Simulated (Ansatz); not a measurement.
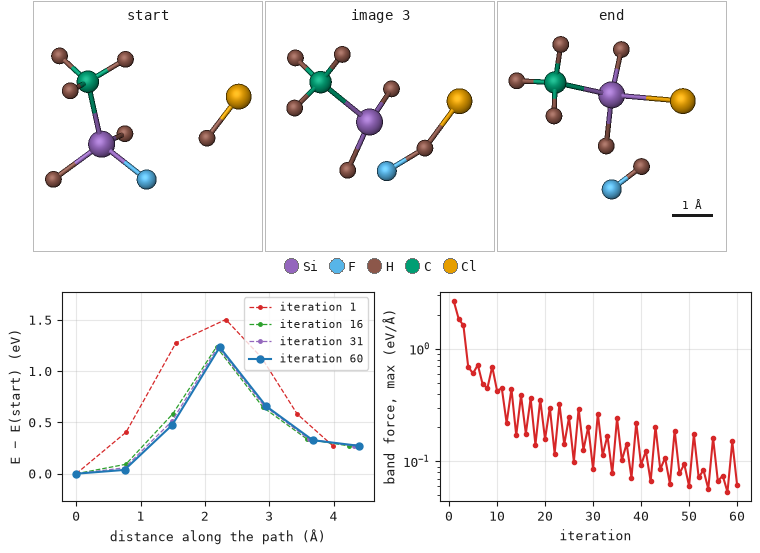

NEB run on CH$_{6}$ClFSi. Images are numbered from 0 (start) to 6 (end). The plot follows the band through its iterations. The picture is a ball-and-stick view, seen at a tilt.

Theory: UKS PBE-D4/def2-SVP in Ansatz 0.2.0. Set-up: 5 movable images; climbing image; force threshold 0.05 eV/Å; iteration limit 60; optimiser L-BFGS; largest step 0.5 Å; starting path through a guess of the saddle point.

### Judge this run.

The result isn't final. The band hadn't converged when the run stopped after 60 iterations. The largest component of the band force went from 2.6 to 0.062 eV/Å. The barrier read from it is provisional, though the highest image hardly moved in the last two iterations. The step length is far from the usual. The first iteration put the highest image at 1.50 eV. The energy climbs by 1.23 eV to image 3 and then falls by 0.96 eV, so the end point sits at +0.27 eV.
